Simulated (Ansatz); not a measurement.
## Single-point calculation, with input and output: GaH3ClO2F

The run: single-point calculation of GaH3ClO2F. Method and program: RKS PBE0-D4/def2-TZVPP (Ansatz 0.2.0).

The geometry is the product side of a reaction. The reaction was set up to form Ga1–Cl6 and F2–H5 and to break Ga1–F2 and H5–Cl6 (atoms counted from 1 in the order of the input); sticks are drawn by distance alone. The geometry comes from this level: PBE0-D4/def2-TZVP.

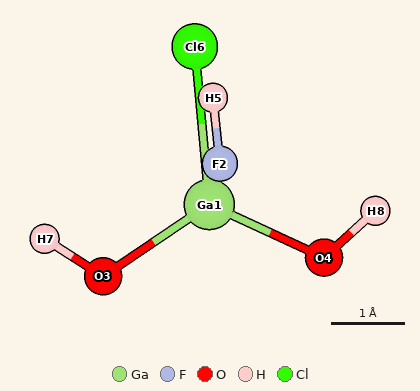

**Figure 1.** The structure (ball-and-stick view, seen at a tilt; atoms are numbered from 1 in the order of the input). Sticks mark near contacts.

Input
```yaml
crystal:
  periodic: [false, false, false]
  atoms:
    - {symbol: Ga, position_ang: [-0.327065, -0.347800, 0.084135]}
    - {symbol: F, position_ang: [0.721511, 1.648101, -0.192809]}
    - {symbol: O, position_ang: [-1.544537, -0.296902, -1.193424]}
    - {symbol: O, position_ang: [-0.804563, -0.272590, 1.782172]}
    - {symbol: H, position_ang: [1.527020, 1.205963, -0.389515]}
    - {symbol: Cl, position_ang: [1.684114, -1.071308, -0.410100]}
    - {symbol: H, position_ang: [-1.182360, -0.451012, -2.068398]}
    - {symbol: H, position_ang: [-0.074120, -0.414452, 2.387839]}
basis:
  gaussian: {orbitals: def2-TZVPP}
hamiltonian: {xc: pbe0, dispersion: d4}
output: {orbitals: {seedname: orbitals}}
```

Launched with:
```bash
ansatz run in.yaml --threads 8 --pin off --events-out ev --progress --plain --max-ram 19148MiB
```

Log
```
Functional definition: PBE0
  name "PBE0"
  cite "Adamo & Barone, J. Chem. Phys. 110, 6158 (1999) doi:10.1063/1.478522"
  cite "Perdew, Burke & Ernzerhof, Phys. Rev. Lett. 77, 3865 (1996) doi:10.1103/PhysRevLett.77.3865"
  parent pbe
  parameter a = 0.25
  parameter kappa = 0.804
  parameter beta = 0.06672455060314922
  exchange = (1 - a)*pbe_x(kappa = kappa, mu = beta*pi^2/3) + a*exact_x
  correlation = pbe_c(beta = beta)
1373 factors; their error is unknown
mean field evaluation 1: about -71738.2600 eV, gradient 8.5e1 eV
mean field evaluation 2: about -71704.8830 eV, gradient 1.6e2 eV
mean field evaluation 4: about -71749.3757 eV, gradient 8.0e0 eV
mean field evaluation 8: about -71749.6986 eV, gradient 2.7e-1 eV
mean field evaluation 16: about -71749.6986 eV, gradient 4.6e-5 eV
mean field -71749.69864054 eV, -2636.7527913473 hartree, gradient 4.6e-5 eV, S^2 0.000000; 0 other end points of the search recorded, 0 dependent functions left out
reference -71749.69866906 eV, -2636.7527923955 hartree; 38, 38 occupied and 187, 187 virtual orbitals, 1373 factors
Total energy: -71749.84647592 eV, -2636.7582241973 hartree
```

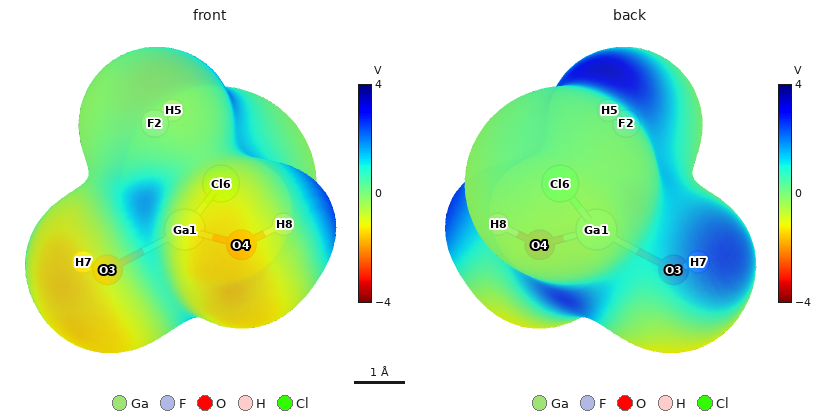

**Figure 2.** The molecular electrostatic potential painted on the density surface at 0.002 e/bohr³, seen at a tilt and from behind; the colour scale runs from red (negative) to blue (positive).

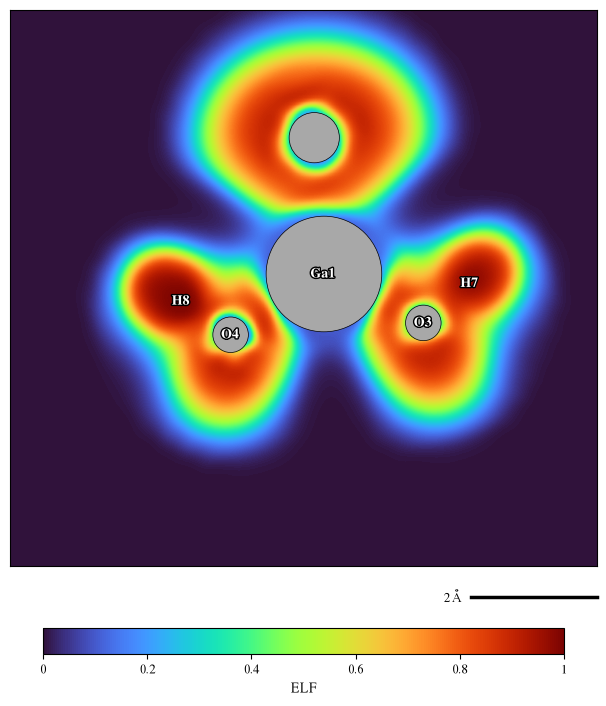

**Figure 3.** Electron localisation function on the plane of atoms Ga1, O4 and H8. Grey discs, where drawn, cover atomic cores. Atoms in the plane: Ga, O and H. Ga–O (1.77 Å): the ELF peaks at about 0.85 in the valence shell of O, 0.6 Å from its nucleus, and is about 0.25 at the midpoint. O–H (0.96 Å): the ELF climbs to about 1 towards the hydrogen, as it does in any bond to H (a covalent bond by its length).

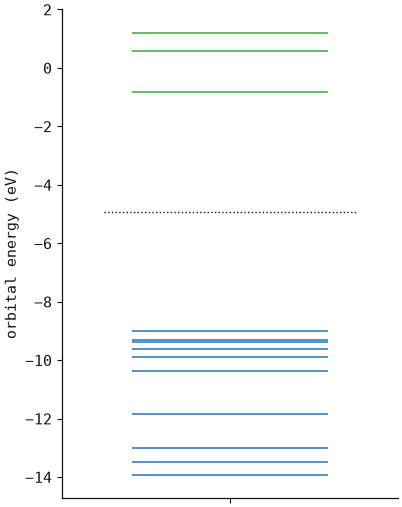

**Figure 4.** Orbital energies near the frontier; the dotted line parts filled from empty levels, and levels within 0.02 eV of each other stand side by side. Highest filled −9.02 eV, lowest empty −0.84 eV, 8.18 eV apart.

Key numbers

```csv
quantity,value
outcome,converged
total energy,−71749.8465 eV
mean-field energy,−71749.6987 eV
dispersion energy,−0.1478 eV
SCF solution under orbital rotations,stable
HOMO,−9.02 eV
LUMO,−0.84 eV
hardware,"8 threads of Intel Xeon, 31 GiB of memory available, shared host"
wall time,1.2 s (CPU time 8 s)
peak memory,0.7 GiB
```
